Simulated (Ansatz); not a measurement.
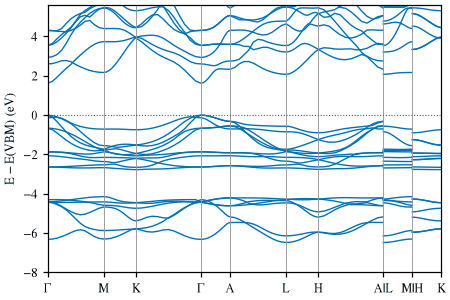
Figure: Band structure from r²SCAN in the plane-wave PAW code Ansatz

**Question.** Read off the gap and where the band edges lie.

**Answer.** About 1.6 eV (1.62 eV by a search for the band edges); maximum at Γ, minimum at Γ.

The material is CaCu2S2 in space group P-3m1 (No. 164; Cu on 2d, Ca on 1a, S on 2d).

The workflow started from an entry of the Crystallography Open Database (COD, 293 K). Whether it is the stable phase at ambient conditions was not checked. The r²SCAN relaxation kept the symmetry of its start; whether a distortion lowers the energy is not shown. The run is not spin-polarised.

Potentials: the later of the program's two PAW sets.
